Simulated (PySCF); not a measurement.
## A study: C$_{3}$H$_{7}$PSi, SMILES `C[SiH](C)C#P`

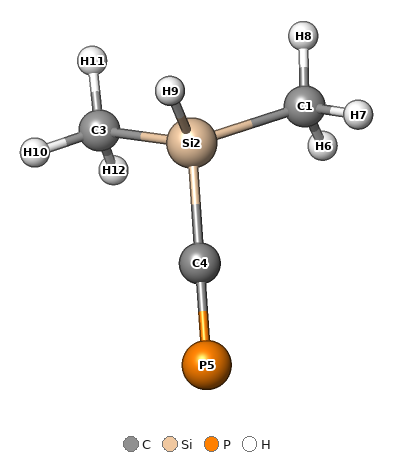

The molecule, with its atoms numbered as below. No frequency check shows the geometry to be a minimum.

Cartesian coordinates (Å):

```
C1       1.6101    1.5619    0.3425
Si2      0.8695   -0.0003   -0.4492
C3       1.6113   -1.5608    0.3429
C4      -0.9573   -0.0008   -0.1408
P5      -2.4956   -0.0000    0.1265
H6       1.4285    1.5910    1.4132
H7       1.1777    2.4598   -0.0884
H8       2.6845    1.6070    0.1888
H9       1.0900   -0.0006   -1.9058
H10      1.1795   -2.4592   -0.0876
H11      2.6857   -1.6052    0.1893
H12      1.4297   -1.5898    1.4137
```

Part 1: Bonding charge

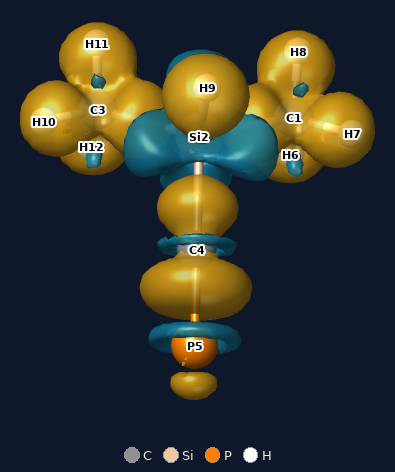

Deformation density (molecule less spherical, spin-averaged free atoms at the same positions), surfaces at ±0.06 e/Å³; yellow: gain, teal: loss.

Computed with PySCF, B3LYP/6-311+G**, geometry: GFN2-xTB.

Question: Describe the bonding that the map shows.

Answer: C1–H7 and C3–H10: +0.65 e/Å³ at the bond critical point (bond length 1.09 Å). C1–H6 and C3–H12: +0.65 e/Å³ at the bond critical point (bond length 1.09 Å). C1–H8 and C3–H11: +0.65 e/Å³ at the bond critical point (bond length 1.09 Å). C4–P5: +0.23 e/Å³ at the bond critical point (bond length 1.56 Å). Si2–H9: +0.20 e/Å³ at the bond critical point (bond length 1.47 Å). Si2–C3 and C1–Si2: +0.17 e/Å³ at the bond critical point (bond length 1.90 Å). Si2–C4: +0.13 e/Å³ at the bond critical point (bond length 1.85 Å). In all, 2.8 electrons gather in the regions of gain relative to the promolecule. A small or negative value marks a very polar bond, one between electron-rich atoms, whose free-atom densities already overlap strongly, a long bond to a heavier atom, or a closed-shell contact such as a hydrogen bond.

Question: Where do the Hirshfeld charges lie?

Answer: The highest Hirshfeld charge is on Si2 (+0.40 e), the lowest on C4 (−0.22 e).

```csv
atom,charge (e)
C1,−0.20
Si2,+0.40
C3,−0.20
C4,−0.22
P5,+0.07
H6,+0.04
H7,+0.04
H8,+0.04
H9,−0.08
H10,+0.04
H11,+0.04
H12,+0.04
```

Part 2: Bond critical points

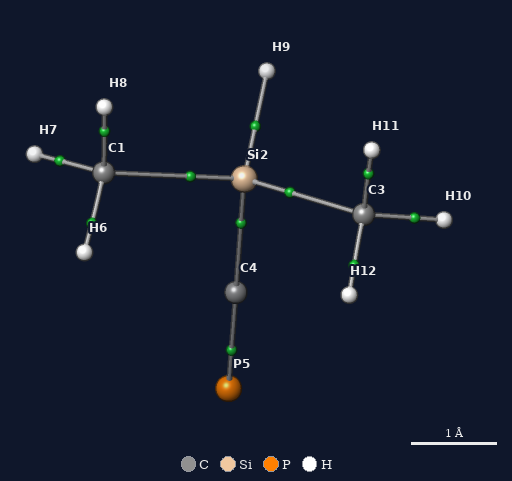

Molecular graph of the electron density (QTAIM): bond paths, bond critical points (green), ring points (magenta, if any); weak paths are dashed.

Question: How many critical points of each kind are there, and does the count close?

Answer: 12 nuclei, 11 bond, 0 ring and 0 cage critical points: 12 − 11 + 0 − 0 = 1, as the Poincaré–Hopf relation requires.

Question: Give the properties at the bond critical points.

Answer:
```
            bond  length (Å)  ρ (a.u.)  ∇²ρ (a.u.)     ε  H (a.u.)
 C1–H7 (2 alike)       1.086     0.273       −0.89  0.02    −0.271
 C1–H6 (2 alike)       1.086     0.272       −0.89  0.02    −0.270
 C1–H8 (2 alike)       1.086     0.272       −0.89  0.02    −0.270
           C4–P5       1.561     0.209       +0.80  0.00    −0.182
          Si2–H9       1.473     0.122       +0.24  0.01    −0.076
Si2–C3 (2 alike)       1.901     0.117       +0.18  0.01    −0.075
          Si2–C4       1.853     0.114       +0.30  0.01    −0.064
```

Question: What kind of interaction is C4–P5?

Answer: Polar or intermediate (positive Laplacian, negative energy density H): ρ = 0.209, ∇²ρ = +0.80, H = −0.182 a.u.

Part 3: Local ionisation energy

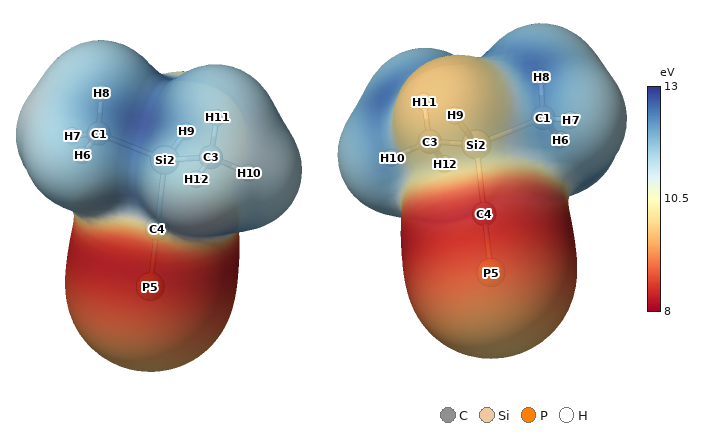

Average local ionisation energy on the surface of electron density 0.001 a.u. (back view left, front view right).

Question: Locate the minima of the map.

Answer: The lowest value is 8.3 eV, off the C4–P5 bond (2.3 to 2.4 Å from its atoms), and at like points elsewhere. Further minima include 9.8 eV, 1.5 Å from H9; 11.0 eV, near H10 (1.83 Å), H12 (1.91 Å), H11 (1.93 Å) and C3 (1.99 Å), and at like points elsewhere. For comparison, the highest occupied orbital lies at −7.5 eV.

Question: What volume does the surface enclose, and what is the dipole moment?

Answer: About 155 Å³; the dipole moment is 1.1 D.

Part 4: Localised orbitals

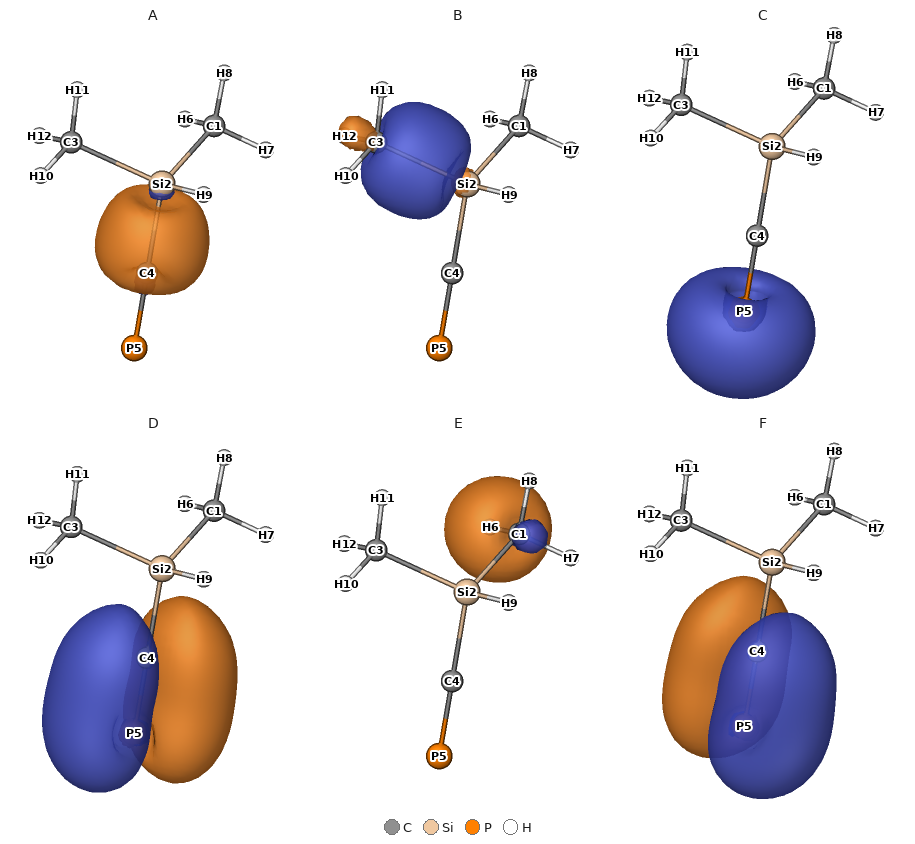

Pipek–Mezey orbitals, occupied; each surface holds about 80 % of the orbital's density. Energies are diagonal elements of the Fock matrix.

Computed with PySCF, HF/6-311+G**, geometry: GFN2-xTB.

Question: What does each orbital represent in a Lewis picture?

Answer: By panel:
- A: σ bond C4–Si2 (C4 67 %, Si2 32 %; −18.5 eV)
- B: σ bond C3–Si2 (C3 62 %, Si2 37 %; −16.0 eV)
- C: lone pair on P5 (s-type) (P5 100 %; −15.9 eV)
- D: π bond P5–C4 (P5 49 %, C4 49 %; −10.2 eV)
- E: σ bond C1–H6 (C1 55 %, H6 44 %; −17.8 eV)
- F: π bond C4–P5 (C4 49 %, P5 49 %; −10.2 eV)

Part 5: Stretching a bond

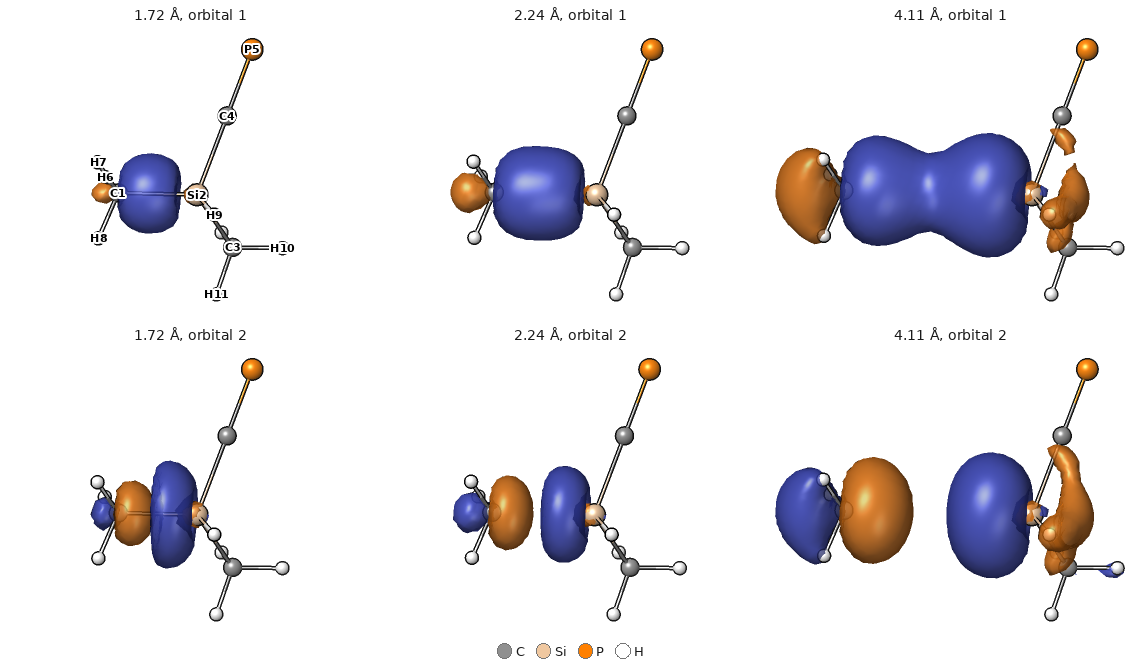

Rigid stretch of the C1–Si2 bond. The two CASSCF(2,2) natural orbitals nearest half filling (orbital 1 the more occupied).

Level of theory: 6-31G* basis (PySCF), at a geometry from GFN2-xTB.

Question: How do the occupations change along the stretch?

Answer: 1.72 Å: 1.99 and 0.01; 2.24 Å: 1.96 and 0.04; 4.11 Å: 1.28 and 0.72. At the longest distance computed (5.24 Å) they are 1.06 and 0.94, and the effective number of unpaired electrons is 2.0.

UHF's ⟨S²⟩ passes 1 along the scan (up to 1.63), so it also polarises electrons outside the stretched bond; its energy lowering isn't due to that bond alone.

UHF already breaks spin symmetry near equilibrium here (⟨S²⟩ = 0.62 at 1.87 Å), for reasons apart from this bond.

Question: How much energy does the stretch cost?

Answer: By CASSCF, 3.8 eV from the lowest point of the scan (1.87 Å) to 5.24 Å; RHF gives 7.7 eV from its own lowest point. The fragments aren't relaxed and dynamic correlation is missing, so this isn't a bond dissociation energy.
